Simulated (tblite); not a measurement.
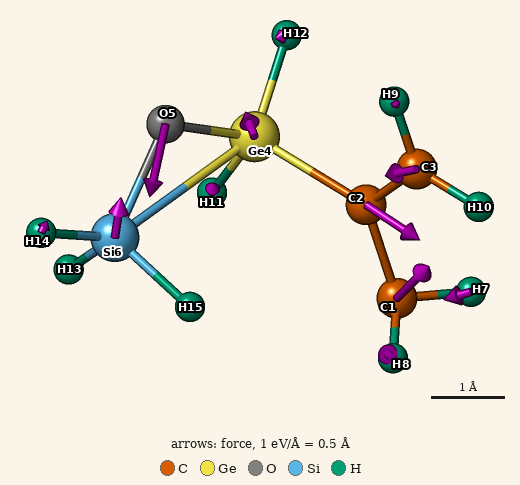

Starting geometry of C$_{3}$H$_{9}$GeOSi (multiplicity 2) with the computed forces as purple arrows. Style: ball-and-stick. Shown at a tilt.

Method: GFN2-xTB geometry optimisation, gas phase in tblite 0.8.0. 

**What follows when this structure is relaxed?**

It isn't relaxed: the largest force vector, on C1, is 2.23 eV/Å. The final displacements follow the starting forces only in part (cosine between the two patterns 0.30). H7 moves most after the best rigid fit: 1.42 Å. Largest moves by element: H 1.42 Å, O 0.73 Å, Ge 0.24 Å, C 0.23 Å, Si 0.22 Å. Among the contacts that change: Ge4–Si6 2.810 → 3.221 Å, C1–C2 1.500 → 1.375 Å, O5–Si6 1.722 → 1.621 Å, C2–Ge4 1.924 → 1.978 Å. Bond angles that change, for instance: Ge4–O5–Si6 105.8° → 145.9°, C2–C1–H8 110.0° → 121.6°, C2–C1–H7 110.6° → 120.8°. Groups turn about Ge4–O5 by about 30°, C2–Ge4 by about 20°, O5–Si6 by about 20°. After 117 geometry steps the energy has fallen by 149.6 kJ/mol. The run took 1.3 s on 1 thread of Intel(R) Xeon(R) Platinum 8259CL CPU @ 2.50GHz (shared host).
